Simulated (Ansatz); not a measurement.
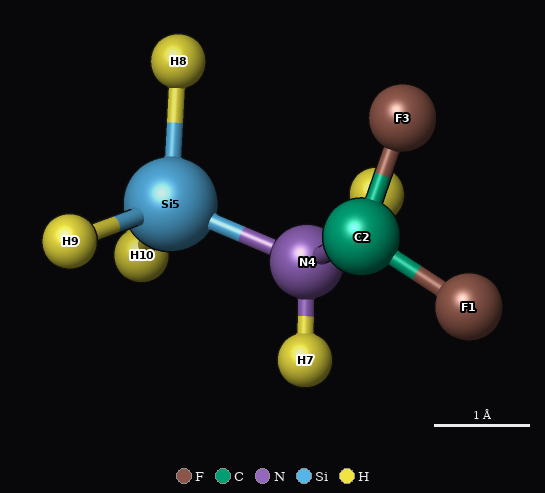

The input geometry (ball-and-stick view, seen at a tilt; atoms are numbered from 1 in the order of the input).

**Geometry relaxation, with input and output: CH5F2NSi (part 1 of 2)**

The run: geometry relaxation of CH5F2NSi. Method and program: RKS PBE0-D4/def2-SVP (Ansatz 0.2.0).

It belongs to a series of runs on one base structure; here: end point B relaxed. Figures and captions count atoms from 1; the log counts them from 0 in places.

## Log
```
The last accepted step is kept in [file] (removed where the run ends without a failure and the disk answers)
Engine: ansatz 0.2.0, x86_64-unknown-linux-gnu
Functional definition: PBE0
  parameter a = 0.25
  parameter kappa = 0.804
  parameter beta = 0.06672455060314922
  exchange = (1 - a)*pbe_x(kappa = kappa, mu = beta*pi^2/3) + a*exact_x
  correlation = pbe_c(beta = beta)
1052 factors; integrals over basis functions are off by at most 3.7e-4 eV
mean field evaluation 1: about -15891.4188 eV, gradient 4.3e1 eV
mean field evaluation 2: about -15890.7658 eV, gradient 4.7e1 eV
mean field evaluation 4: about -15894.8481 eV, gradient 1.9e0 eV
mean field evaluation 8: about -15894.8895 eV, gradient 7.3e-2 eV
mean field evaluation 16: about -15894.8895 eV, gradient 7.5e-5 eV
mean field -15894.88947467 eV, -584.1264142510 hartree, gradient 7.5e-5 eV, S^2 0.000000; 0 other end points of the search recorded, 0 dependent functions left out
the calculation of the forces begins
reference -15894.88949640 eV, -584.1264150498 hartree; 25, 25 occupied and 74, 74 virtual orbitals, 1052 factors
relax step   1: F+E_penalty+E_count = -15895.04294448 eV  Δ(F+E_penalty+E_count) = +0.000e0 eV  max|allowed force component| = 7.075e0 eV/Å  Δτ_max = 0.0000 Å  (27 SCF iters, accepted)
these checks for a lower state are left out or cut short: starts, cluster_reference, orbital_swaps, neighbouring_geometries, increment
1052 factors; integrals over basis functions are off by at most 3.9e-4 eV
mean field -15896.65451308 eV, -584.1912782164 hartree, gradient 1.9e-5 eV, S^2 0.000000; 0 other end points of the search recorded, 0 dependent functions left out
[... from here on the field's lines of each further geometry are left out, up to the last ...]
relax step   2: F+E_penalty+E_count = -15896.80860478 eV  Δ(F+E_penalty+E_count) = -1.766e0 eV  max|allowed force component| = 2.803e0 eV/Å  Δτ_max = 0.1953 Å  (33 SCF iters, accepted)
relax step   3: F+E_penalty+E_count = -15897.27733708 eV  Δ(F+E_penalty+E_count) = -4.687e-1 eV  max|allowed force component| = 6.629e-1 eV/Å  Δτ_max = 0.1699 Å  (28 SCF iters, accepted)
relax step   4: F+E_penalty+E_count = -15897.40595107 eV  Δ(F+E_penalty+E_count) = -1.286e-1 eV  max|allowed force component| = 6.124e-1 eV/Å  Δτ_max = 0.1767 Å  (29 SCF iters, accepted)
relax step   5: F+E_penalty+E_count = -15897.41432091 eV  Δ(F+E_penalty+E_count) = -8.370e-3 eV  max|allowed force component| = 1.339e0 eV/Å  Δτ_max = 0.1347 Å  (27 SCF iters, accepted)
relax step   6: F+E_penalty+E_count = -15897.45720922 eV  Δ(F+E_penalty+E_count) = -4.289e-2 eV  max|allowed force component| = 1.621e-1 eV/Å  Δτ_max = 0.0467 Å  (29 SCF iters, accepted)
relax step   7: F+E_penalty+E_count = -15897.46399798 eV  Δ(F+E_penalty+E_count) = -6.789e-3 eV  max|allowed force component| = 8.853e-2 eV/Å  Δτ_max = 0.0532 Å  (28 SCF iters, accepted)
relax step   8: F+E_penalty+E_count = -15897.49146181 eV  Δ(F+E_penalty+E_count) = -2.746e-2 eV  max|allowed force component| = 3.719e-1 eV/Å  Δτ_max = 0.2000 Å  (28 SCF iters, accepted)
relax step   9: F+E_penalty+E_count = -15897.47134129 eV  Δ(F+E_penalty+E_count) = +2.012e-2 eV  max|allowed force component| = 7.923e-1 eV/Å  Δτ_max = 0.1946 Å  (28 SCF iters, rejected (line search))
relax step  10: F+E_penalty+E_count = -15897.51520626 eV  Δ(F+E_penalty+E_count) = -2.374e-2 eV  max|allowed force component| = 2.367e-1 eV/Å  Δτ_max = 0.0965 Å  (29 SCF iters, accepted)
relax step  11: F+E_penalty+E_count = -15897.53975562 eV  Δ(F+E_penalty+E_count) = -2.455e-2 eV  max|allowed force component| = 2.712e-1 eV/Å  Δτ_max = 0.0961 Å  (28 SCF iters, accepted)
relax step  12: F+E_penalty+E_count = -15897.57128312 eV  Δ(F+E_penalty+E_count) = -3.153e-2 eV  max|allowed force component| = 5.128e-1 eV/Å  Δτ_max = 0.1464 Å  (27 SCF iters, accepted)
relax step  13: F+E_penalty+E_count = -15897.61666391 eV  Δ(F+E_penalty+E_count) = -4.538e-2 eV  max|allowed force component| = 1.402e0 eV/Å  Δτ_max = 0.1941 Å  (28 SCF iters, accepted)
relax step  14: F+E_penalty+E_count = -15897.70151621 eV  Δ(F+E_penalty+E_count) = -8.485e-2 eV  max|allowed force component| = 2.055e0 eV/Å  Δτ_max = 0.1939 Å  (27 SCF iters, accepted)
relax step  15: F+E_penalty+E_count = -15897.92698999 eV  Δ(F+E_penalty+E_count) = -2.255e-1 eV  max|allowed force component| = 2.428e0 eV/Å  Δτ_max = 0.1950 Å  (29 SCF iters, accepted)
relax step  16: F+E_penalty+E_count = -15898.32691180 eV  Δ(F+E_penalty+E_count) = -3.999e-1 eV  max|allowed force component| = 2.135e0 eV/Å  Δτ_max = 0.1953 Å  (29 SCF iters, accepted)
relax step  17: F+E_penalty+E_count = -15898.98643581 eV  Δ(F+E_penalty+E_count) = -6.595e-1 eV  max|allowed force component| = 1.367e0 eV/Å  Δτ_max = 0.1971 Å  (33 SCF iters, accepted)
relax step  18: F+E_penalty+E_count = -15899.25528002 eV  Δ(F+E_penalty+E_count) = -2.688e-1 eV  max|allowed force component| = 1.276e0 eV/Å  Δτ_max = 0.1927 Å  (27 SCF iters, accepted)
relax step  19: F+E_penalty+E_count = -15899.38718123 eV  Δ(F+E_penalty+E_count) = -1.319e-1 eV  max|allowed force component| = 1.528e0 eV/Å  Δτ_max = 0.1327 Å  (27 SCF iters, accepted)
relax step  20: F+E_penalty+E_count = -15899.44471578 eV  Δ(F+E_penalty+E_count) = -5.753e-2 eV  max|allowed force component| = 8.061e-1 eV/Å  Δτ_max = 0.1116 Å  (28 SCF iters, accepted)
relax step  21: F+E_penalty+E_count = -15899.53474346 eV  Δ(F+E_penalty+E_count) = -9.003e-2 eV  max|allowed force component| = 3.494e-1 eV/Å  Δτ_max = 0.2000 Å  (27 SCF iters, accepted)
relax step  22: F+E_penalty+E_count = -15899.61727475 eV  Δ(F+E_penalty+E_count) = -8.253e-2 eV  max|allowed force component| = 3.161e-1 eV/Å  Δτ_max = 0.2000 Å  (28 SCF iters, accepted)
relax step  23: F+E_penalty+E_count = -15899.67659866 eV  Δ(F+E_penalty+E_count) = -5.932e-2 eV  max|allowed force component| = 3.906e-1 eV/Å  Δτ_max = 0.1964 Å  (28 SCF iters, accepted)
relax step  24: F+E_penalty+E_count = -15899.66521588 eV  Δ(F+E_penalty+E_count) = +1.138e-2 eV  max|allowed force component| = 1.432e0 eV/Å  Δτ_max = 0.1889 Å  (27 SCF iters, rejected (line search))
relax step  25: F+E_penalty+E_count = -15899.69411858 eV  Δ(F+E_penalty+E_count) = -1.752e-2 eV  max|allowed force component| = 1.796e-1 eV/Å  Δτ_max = 0.0945 Å  (27 SCF iters, accepted)
relax step  26: F+E_penalty+E_count = -15899.70107967 eV  Δ(F+E_penalty+E_count) = -6.961e-3 eV  max|allowed force component| = 7.564e-2 eV/Å  Δτ_max = 0.0975 Å  (29 SCF iters, accepted)
relax step  27: F+E_penalty+E_count = -15899.69349247 eV  Δ(F+E_penalty+E_count) = +7.587e-3 eV  max|allowed force component| = 6.192e-1 eV/Å  Δτ_max = 0.0743 Å  (28 SCF iters, rejected (line search))
relax step  28: F+E_penalty+E_count = -15899.70309011 eV  Δ(F+E_penalty+E_count) = -2.010e-3 eV  max|allowed force component| = 3.269e-2 eV/Å  Δτ_max = 0.0371 Å  (29 SCF iters, accepted)
the calculation of the forces begins
reference -15899.55002072 eV, -584.2976861594 hartree; 25, 25 occupied and 74, 74 virtual orbitals, 1052 factors
relax step  29: F+E_penalty+E_count = -15899.70359091 eV  Δ(F+E_penalty+E_count) = -5.008e-4 eV  max|allowed force component| = 1.886e-2 eV/Å  Δτ_max = 0.0353 Å  (28 SCF iters, accepted)
1052 factors; integrals over basis functions are off by at most 6.8e-4 eV
mean field evaluation 224: about -15899.5497 eV, gradient 3.9e-1 eV
```

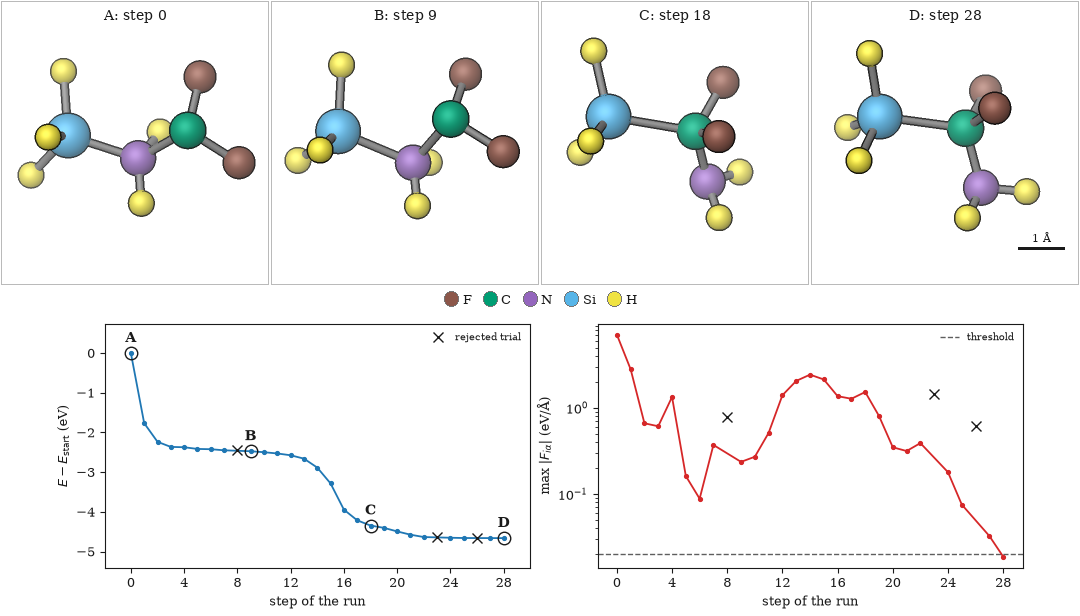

Frames of the relaxation (ball-and-stick view, seen on its broad side) above the curves, on which the letters mark them (the first geometry is step 0 here and step 1 in the log).

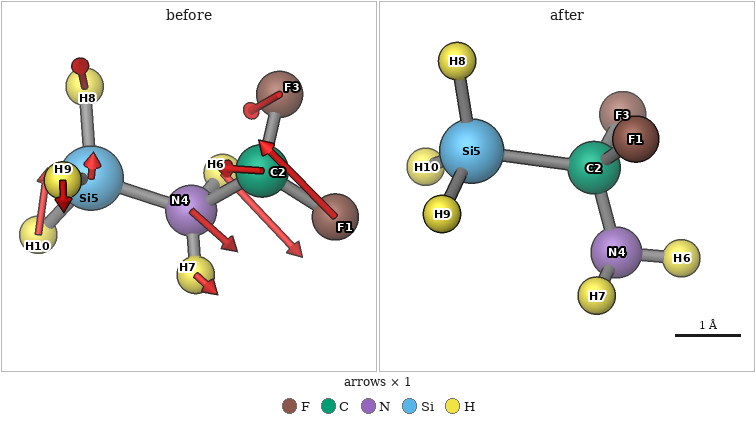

Before (left) and after (right) the relaxation, at one scale (ball-and-stick view, seen on its broad side). The red arrows give the displacements, at true length. The energy falls by 4.661 eV in 28 geometry steps. Largest force component: 7.1 eV/Å at the start, 0.019 eV/Å at the end. The line search rejected the trial steps at points 8, 23, 26 (counted from 0) and went back. H6 moves most after the best rigid fit: 1.84 Å. By element the largest moves are H 1.84 Å, F 1.82 Å, N 1.01 Å, C 1.01 Å, Si 0.48 Å. Among the contacts that change: N4–Si5 1.632 → 2.800 Å, C2–Si5 2.738 → 1.928 Å, C2–N4 1.485 → 1.400 Å, Si5–H10 1.447 → 1.489 Å. New bonds form: C2–Si5 (2.74 → 1.93 Å). Bonds break: N4–Si5 (1.63 → 2.80 Å). Among the angles that change: C2–N4–H6 77.4° → 111.1°, H6–N4–H7 133.5° → 109.6°, C2–N4–H7 102.1° → 112.2°. (Atoms are counted from 1 in the order of the input.)

```
mean field -15899.54999758 eV, -584.2976853088 hartree, gradient 1.7e-5 eV, S^2 0.000000; 1 other end points of the search recorded, 0 dependent functions left out
the calculation of the forces begins
reference -15899.55002072 eV, -584.2976861594 hartree; 25, 25 occupied and 74, 74 virtual orbitals, 1052 factors
Total energy: -15899.70361406 eV, -584.3033306104 hartree
Atom 0 at    -0.927957    -0.976995     0.870375 Å, force     0.006470     0.001317    -0.004138 eV/Å
Atom 1 at     0.180585    -0.699838     0.085678 Å, force    -0.007585     0.010784     0.008906 eV/Å
Atom 2 at     1.167562    -1.485838     0.594887 Å, force    -0.002967     0.003698    -0.004235 eV/Å
Atom 3 at    -0.009979    -1.053078    -1.255297 Å, force     0.008443     0.003136    -0.007310 eV/Å
Atom 4 at     0.634277     1.157534     0.337129 Å, force     0.003908     0.006798     0.018861 eV/Å
Atom 5 at    -0.229361    -2.044857    -1.346955 Å, force    -0.000400    -0.011833    -0.000891 eV/Å
Atom 6 at    -0.738377    -0.500352    -1.697156 Å, force    -0.006108     0.002513     0.001075 eV/Å
Atom 7 at     0.689203     1.433819     1.799179 Å, force     0.001464    -0.002433    -0.005260 eV/Å
Atom 8 at    -0.434224     1.982509    -0.302796 Å, force     0.004869    -0.009129    -0.005778 eV/Å
Atom 9 at     1.950590     1.439207    -0.300434 Å, force    -0.008094    -0.004852    -0.001231 eV/Å
Dipole moment:    -0.200886     0.141278    -0.327930 e Å
```

## Trajectory as extended XYZ (Å, eV, eV/Å), 29 frames, from step=1 to step=29
```
10
Properties=species:S:1:pos:R:3:forces:R:3 step=1 energy=-15895.04294
F    -1.3554   -2.0748   -0.2302    0.9285  -0.2493  -1.4088
C    -0.7586   -1.0351    0.4041   -7.0749   2.8152   3.5370
F     0.0348   -1.6183    1.2896    2.5411  -0.7009   0.2315
N     0.0920   -0.3098   -0.5739   -1.2083  -5.2481  -0.9466
Si    0.8685    1.0793   -0.2125    2.1249   5.3212   3.1115
H     0.7006   -1.1039   -0.2900    1.5817  -0.4676  -2.8139
H    -0.5624   -0.1606   -1.3611    0.7821  -1.2614  -0.3576
H     1.8879    0.8218    0.8644   -0.2099  -0.0515  -0.3316
H    -0.1375    2.0835    0.3057    0.1965  -0.2947  -0.2520
H     1.5124    1.5700   -1.4115    0.3384   0.1370  -0.7694
10
Properties=species:S:1:pos:R:3:forces:R:3 step=2 energy=-15896.80861
F    -1.3059   -2.0127   -0.2762   -0.6852  -0.0417  -0.0509
C    -0.8918   -0.9550    0.5225   -1.0871  -0.4341   0.3629
F     0.1073   -1.5944    1.2314    0.4381  -0.0489   1.0600
N     0.0586   -0.3539   -0.5283   -0.6514  -1.6365  -0.6144
Si    0.8602    1.1060   -0.1562    1.1896   2.8029   1.2017
H     0.7179   -1.1538   -0.3966    0.0721   0.1452  -1.6538
H    -0.5148   -0.2565   -1.3820    0.6123  -0.7268   0.0338
H     1.8969    0.8191    0.8739   -0.1173   0.0065  -0.0452
H    -0.1562    2.1011    0.3021    0.1320  -0.1293  -0.0753
H     1.5100    1.5522   -1.4059    0.0970   0.0625  -0.2188
10
Properties=species:S:1:pos:R:3:forces:R:3 step=3 energy=-15897.27734
F    -1.4019   -2.0230   -0.2195   -0.0819   0.3364   0.3723
C    -0.9175   -0.9685    0.5583    0.1924  -0.6629  -0.0543
F     0.1213   -1.6050    1.2621   -0.4301   0.0892   0.3803
N     0.0581   -0.3915   -0.5400    0.3409  -0.5924  -0.2744
Si    0.8756    1.1572   -0.1262    0.2835   0.5494   0.1418
H     0.7407   -1.1894   -0.5612   -0.3203   0.5773  -0.6533
H    -0.4727   -0.3301   -1.4157    0.1304  -0.1824   0.0022
H     1.8894    0.8649    0.9140   -0.0357  -0.0295   0.0289
H    -0.1475    2.1382    0.3037   -0.0568  -0.0549  -0.0004
H     1.5368    1.5992   -1.3909   -0.0225  -0.0302   0.0568
10
Properties=species:S:1:pos:R:3:forces:R:3 step=4 energy=-15897.40595
F    -1.4408   -2.0080   -0.1383    0.0787   0.2760   0.2602
C    -0.8964   -0.9478    0.5716    0.3079  -0.5285   0.0367
F     0.0992   -1.5823    1.3325   -0.4479   0.3194  -0.2383
N     0.0820   -0.4153   -0.5798    0.6124  -0.3972  -0.0608
Si    0.8855    1.1682   -0.1109   -0.1390  -0.1928  -0.1350
H     0.7748   -1.1866   -0.7345   -0.3078   0.4319  -0.0338
H    -0.4635   -0.3454   -1.4440   -0.1059   0.0733   0.0608
H     1.8686    0.8544    0.9503   -0.0096  -0.0040   0.0273
H    -0.1865    2.1008    0.3048   -0.0001  -0.0124  -0.0076
H     1.5595    1.6141   -1.3672    0.0112   0.0342   0.0905
10
Properties=species:S:1:pos:R:3:forces:R:3 step=5 energy=-15897.41432
F    -1.4711   -1.9187   -0.0421   -0.1717  -0.4388   0.0680
C    -0.8234   -0.8950    0.5809   -0.1433   0.6328  -0.2228
F     0.1263   -1.5012    1.3453    0.2224  -0.4510   0.3212
N     0.1424   -0.4741   -0.6425   -0.5973   1.3391   0.2704
Si    0.8595    1.1280   -0.1281    0.0686  -0.1398   0.1837
H     0.7861   -1.2210   -0.8431    0.7425  -0.8191  -0.3360
H    -0.4665   -0.3287   -1.4449   -0.1599  -0.1760  -0.2453
H     1.7818    0.7879    0.9748    0.0956   0.0558   0.0598
H    -0.2513    2.0069    0.2928   -0.0297   0.0379  -0.1107
H     1.5986    1.6681   -1.3084   -0.0272  -0.0410   0.0116
10
Properties=species:S:1:pos:R:3:forces:R:3 step=6 energy=-15897.45721
F    -1.4701   -1.9589   -0.0323    0.0185  -0.0051   0.0157
C    -0.8353   -0.9084    0.5788   -0.0406   0.0834  -0.0232
F     0.1247   -1.5234    1.3459    0.0621  -0.0811   0.0517
N     0.1227   -0.4542   -0.6417   -0.0853   0.1621   0.0371
Si    0.8695    1.1288   -0.1072   -0.0484   0.0033  -0.0236
H     0.7892   -1.2069   -0.8691    0.0776  -0.0798  -0.0839
H    -0.4945   -0.3279   -1.4498    0.0250  -0.0228   0.0177
H     1.8081    0.8196    0.9967   -0.0479  -0.0151   0.0137
H    -0.2410    2.0362    0.2587    0.0169  -0.0112  -0.0083
H     1.6090    1.6473   -1.2956    0.0221  -0.0338   0.0031
10
Properties=species:S:1:pos:R:3:forces:R:3 step=7 energy=-15897.46400
F    -1.4656   -1.9540   -0.0108   -0.0163   0.0443   0.0254
C    -0.8176   -0.9060    0.5912    0.0885  -0.0690  -0.0349
F     0.1545   -1.5323    1.3390   -0.0047   0.0033  -0.0083
N     0.1186   -0.4484   -0.6484    0.0075  -0.0452  -0.0370
Si    0.8630    1.1303   -0.1078   -0.0040  -0.0274   0.0133
H     0.7873   -1.1971   -0.9062   -0.0623   0.0683   0.0216
H    -0.5139   -0.3191   -1.4443    0.0069  -0.0044   0.0317
H     1.7638    0.8097    1.0244   -0.0345   0.0116  -0.0044
H    -0.2475    2.0465    0.2322    0.0117   0.0207  -0.0362
H     1.6397    1.6226   -1.2847    0.0072  -0.0022   0.0288
10
Properties=species:S:1:pos:R:3:forces:R:3 step=8 energy=-15897.49146
F    -1.4904   -1.8919    0.0818    0.0472   0.1680   0.1222
C    -0.7132   -0.9105    0.6464    0.1567  -0.2188  -0.1232
F     0.2885   -1.6264    1.2696   -0.1481   0.1366  -0.1951
N     0.1066   -0.4410   -0.6746    0.1113  -0.3719  -0.1457
Si    0.8374    1.1282   -0.1070    0.0830   0.0543   0.1867
H     0.7613   -1.1767   -1.0139   -0.1747   0.2265   0.1279
H    -0.5882   -0.2951   -1.4152    0.0116  -0.0285   0.1071
H     1.5953    0.8079    1.1321   -0.0631   0.0775  -0.1325
H    -0.2724    2.0947    0.0772    0.0629  -0.0069  -0.0623
H     1.7574    1.5630   -1.2119   -0.0866  -0.0366   0.1150
10
Properties=species:S:1:pos:R:3:forces:R:3 step=9 energy=-15897.47134 accepted=F
F    -1.5404   -1.7944    0.1942    0.6289   0.4906   0.4550
C    -0.5949   -0.9070    0.6952    0.1500  -0.7923  -0.6017
F     0.4208   -1.7296    1.1709   -0.6652   0.3925  -0.2985
N     0.1118   -0.4495   -0.7091   -0.2004  -0.3938  -0.2925
Si    0.8033    1.1193   -0.0894    0.2627   0.1686   0.2891
H     0.7506   -1.1632   -1.1300   -0.3183   0.3627   0.3016
H    -0.6540   -0.2826   -1.3835    0.2966  -0.1273   0.3040
H     1.4381    0.8328    1.2438   -0.1406   0.1856  -0.4517
H    -0.3062    2.1306   -0.0846    0.2771  -0.2460   0.0052
H     1.8532    1.4958   -1.1230   -0.2909  -0.0407   0.2896
10
Properties=species:S:1:pos:R:3:forces:R:3 step=10 energy=-15897.51521
F    -1.5232   -1.8230    0.1408    0.1015   0.2108   0.1412
C    -0.6592   -0.8862    0.6497    0.1712  -0.2211  -0.2367
F     0.3313   -1.6457    1.2288   -0.1316   0.0636  -0.1044
N     0.1211   -0.4579   -0.7054   -0.0758  -0.2194   0.0289
Si    0.8184    1.1131   -0.0904   -0.0006   0.0765   0.1291
H     0.7681   -1.1878   -1.0554   -0.0765   0.0998   0.0613
H    -0.5985   -0.3081   -1.4204    0.0556  -0.0192   0.0565
H     1.5531    0.8162    1.1658   -0.0640   0.0423  -0.1116
H    -0.3000    2.0805    0.0376    0.0857  -0.0171  -0.0510
H     1.7713    1.5511   -1.1664   -0.0656  -0.0161   0.0865
10
Properties=species:S:1:pos:R:3:forces:R:3 step=11 energy=-15897.53976
F    -1.5555   -1.7507    0.1953    0.2125   0.2495   0.1361
C    -0.6033   -0.8735    0.6498    0.0749  -0.1394  -0.2712
F     0.3616   -1.6850    1.1918   -0.1212   0.0538  -0.0968
N     0.1355   -0.4761   -0.7272   -0.1984  -0.0917   0.1817
Si    0.7923    1.1042   -0.0760   -0.0162  -0.0015   0.1114
H     0.7808   -1.1977   -1.0815    0.0433  -0.0226  -0.0354
H    -0.5985   -0.3253   -1.4253    0.0283  -0.0424  -0.0046
H     1.5134    0.8215    1.1849   -0.0137   0.0330  -0.0257
H    -0.3135    2.0884   -0.0002    0.0137  -0.0349  -0.0193
H     1.7695    1.5463   -1.1270   -0.0233  -0.0038   0.0237
```
